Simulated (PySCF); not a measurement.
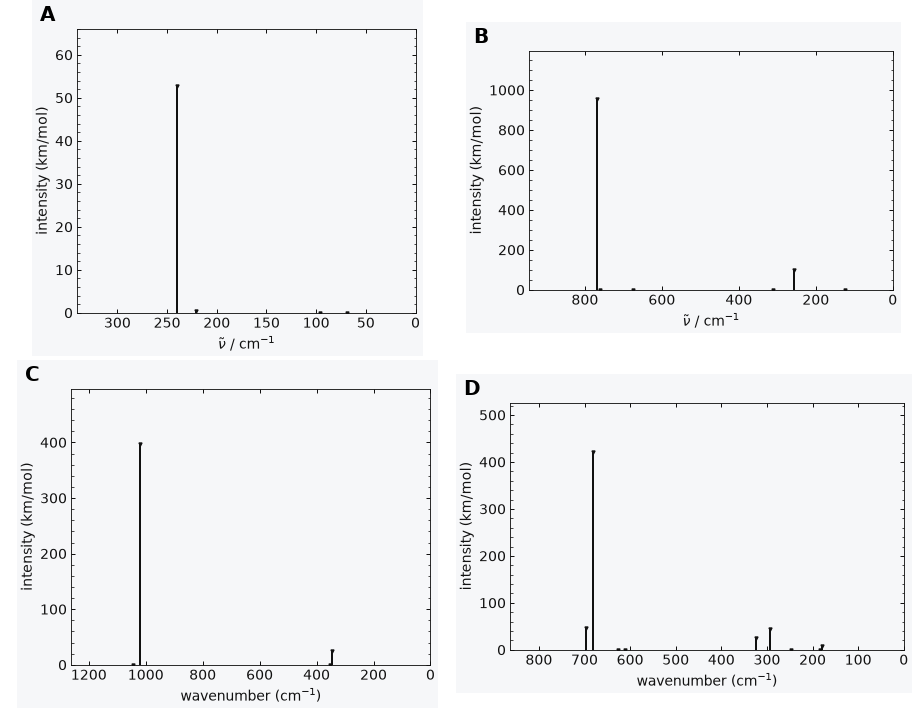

Unscaled harmonic wavenumbers and double-harmonic intensities, PBE0/def2-SVP (ECP) with PySCF 2.14.0, isolated molecule. Structures are the lowest points that the searches found. Degenerate modes count as one line, with their intensities summed.

**Pair each panel with its molecule.**
1. IF₅, singlet
2. MoF₆, singlet
3. SeI₃⁺, singlet
4. OsO₄, singlet

A: 3 (most intense lines at 240.2 cm⁻¹)
B: 2 (most intense lines at 768.8 and 256.0 cm⁻¹)
C: 4 (most intense lines at 1020.3 and 345.1 cm⁻¹)
D: 1 (most intense lines at 681.7, 697.8 and 292.5 cm⁻¹)

Limits of at least one run: closed-shell stability not tested; double-zeta basis on some or all atoms; spin-orbit coupling is left out, and with Os it can shift these values.
